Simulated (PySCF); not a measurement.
# C6H9FOSi: what the fields show

Input

```
{"job": {"kind": "nmr", "xc": "PBE0", "basis": "pcSseg-1"}, "charge": 0, "multiplicity": 1}
C      3.209515     0.420730     0.244245
C      2.007758    -0.322472    -0.286933
O      0.877628    -0.003241     0.495061
Si    -0.618839    -0.693497     0.317800
C     -1.917112     0.059240     1.414001
C     -2.886679     0.540287     0.605612
C     -2.716702     0.424076    -0.861524
C     -1.572046    -0.167973    -1.241292
F     -1.232179    -0.369672    -2.512095
H      4.105485     0.187138    -0.350654
H      3.036765     1.506396     0.205462
H      3.401459     0.142583     1.291149
H      1.825690    -0.049813    -1.343721
H      2.192375    -1.414410    -0.265026
H     -0.497172    -2.183032     0.380368
H     -1.981424     0.119976     2.501296
H     -3.795106     1.019059     0.988856
H     -3.471131     0.797272    -1.559680
```

Command:

```sh
OMP_NUM_THREADS=1 python probes_run.py task.json out
```

Geometry: PBE0-D3(BJ)/def2-SVP.

Theory: PBE0/pcSseg-1, SCF density, gas phase, non-relativistic (PySCF).

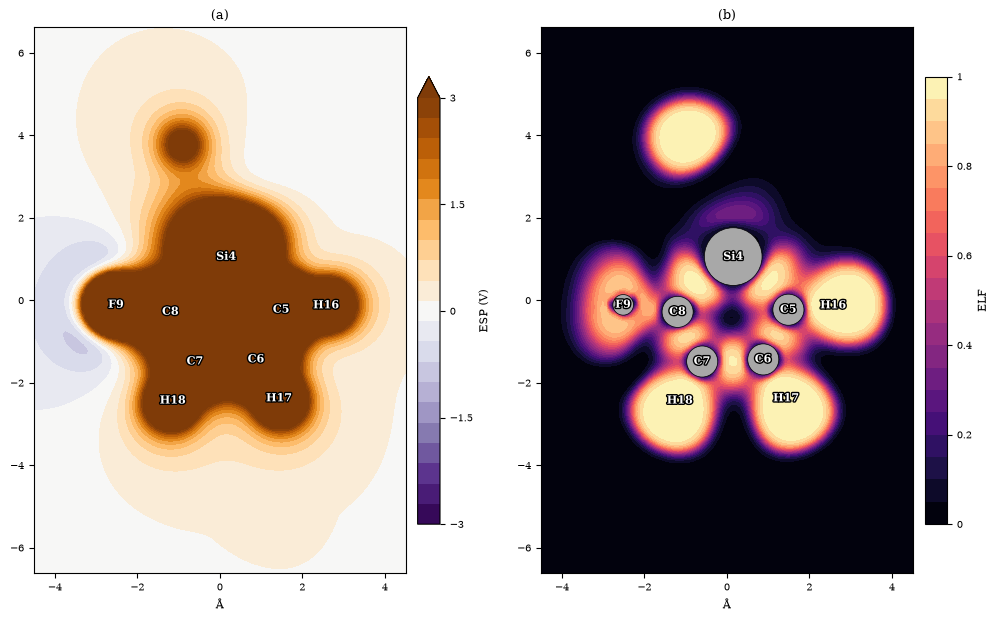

Figure 1. (a) electrostatic potential; (b) ELF on the plane of atoms C7, C6 and H17. Grey discs cover the atomic cores in the ELF map.

Question: What do the fields say about this system?

Answer:
- Atoms in the plane: Si, C, F and H.
- C–F (1.33 Å): the ELF peaks at about 0.85 between the atoms, as expected for a shared but strongly polarised pair.
- C–C (1.34 Å): the ELF peaks at about 0.95 between the atoms (a multiple bond).
- C–Si (1.86 Å): the ELF peaks at about 0.95 between the atoms; a shared electron pair.
- C–H (1.09 Å): the ELF climbs to about 1 towards the hydrogen, as it does in any bond to H: a covalent bond by its length.
- C–C (1.48 Å): the ELF peaks at about 0.95 between the atoms; localised, covalent bonding.
- The ELF also peaks beside F9, away from the bonds: lone-pair regions.
- Outside the dense part of the molecule the potential is most negative (−0.8 V) near F9.

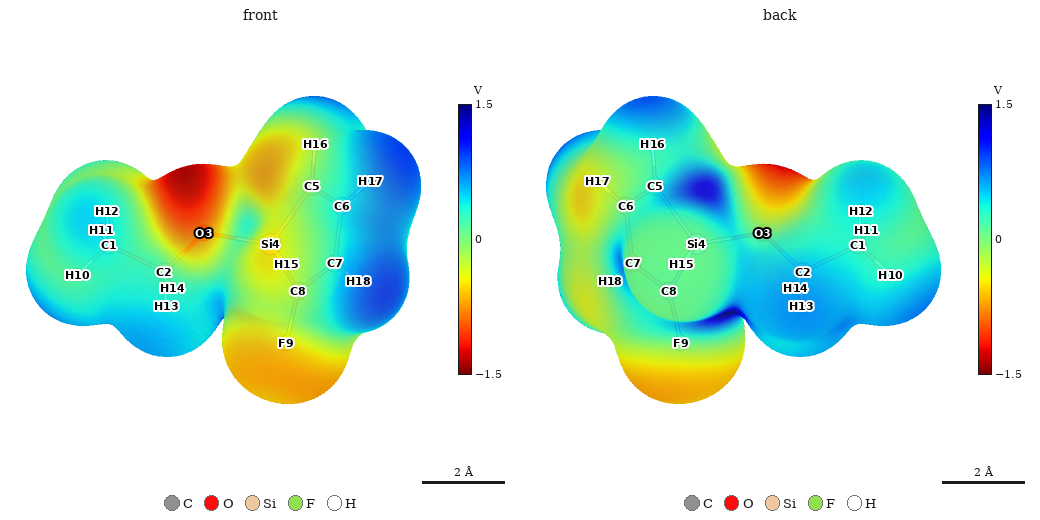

Figure 2. The molecular electrostatic potential painted on the density surface at 0.002 e/bohr³, seen from the front and from behind; red is negative and blue positive.

Question: Which sites attract a positive test charge, and which a negative one?

Answer: A positive charge is drawn to the negative regions and a negative charge to the positive ones. The most negative region (about −1.4 V) lies over O3, the most positive (about +1.3 V) over Si4. O3 is the likeliest acceptor of a hydrogen bond.

Question: How polar is the molecule by this calculation?

Answer: Its dipole moment is 0.48 D.
